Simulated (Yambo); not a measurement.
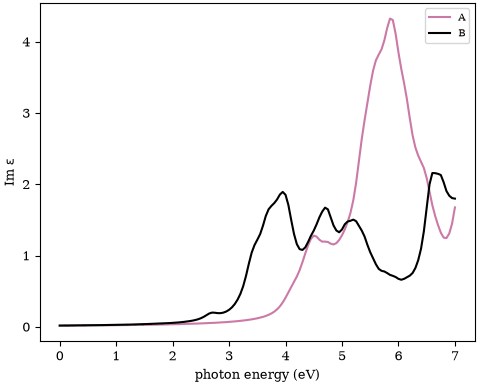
Figure. Two computed absorption spectra of SrNiF$_{6}$ (space group R-3m, No. 166) (Yambo, LDA bands with the same scissor, field along x)

Axes are Cartesian, with cell vectors (Å) (3.55, 2.05, 2.20), (-3.55, 2.05, 2.20), (0.00, -4.10, 2.20).

Task: Which curve includes the electron-hole attraction (BSE), and where are its main peaks?

Result: Curve B: the attraction moves weight to lower energy (centre of the plotted range 5.0 eV against 5.6 eV). Its peaks lie at 4.0 eV, 4.7 eV, 6.6 eV. Settings: 4×4×4 mesh, 21 valence and 3 conduction bands, static screening with 70 bands and a 3 Ry block, scissor 2.75 eV, Tamm-Dancoff. The scissor comes from a G0W0 run whose convergence isn't established. Broadening 0.15 eV. The band window holds all transitions up to 11.9 eV. Fine structure above the onset can come from the mesh.

Geometry of the Materials Project entry, not relaxed at this level; primitive cell a = b = c = 4.656 Å, α = β = γ = 99.44°.

The runs are not spin-polarised; magnetic order was not tried.
